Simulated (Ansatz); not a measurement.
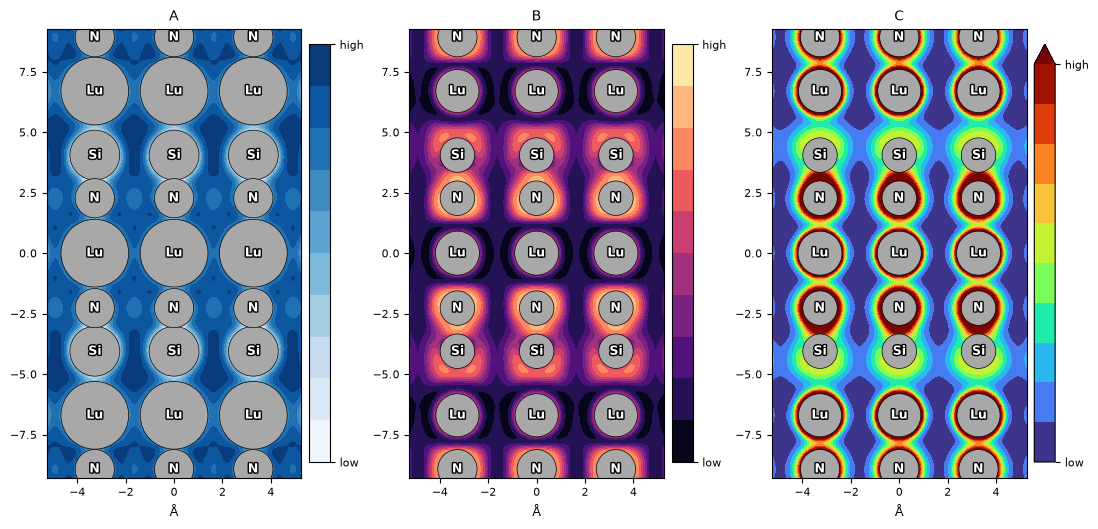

Lu$_{3}$Si$_{2}$N$_{3}$: 3 fields on the (010) plane of the conventional cell, with unlabelled colour scales. Grey discs cover the atomic cores.

Space group I4/mmm; a generated structure, not necessarily the stable one; changed on purpose from its base cell (volume × 0.88, shape and atoms relaxed); computed pressure about 25 GPa in this cell.

The calculation used DFT PBE, scalar-relativistic, plane waves, PAW (Ansatz 0.2.0).

Q: The panels show electron localisation function, electrostatic potential energy of an electron and valence pseudo-density in some order. Assign them.

A: Panel A: electrostatic potential energy of an electron (low next to the atoms, rising into the space between them). Panel B: electron localisation function. Panel C: valence pseudo-density.
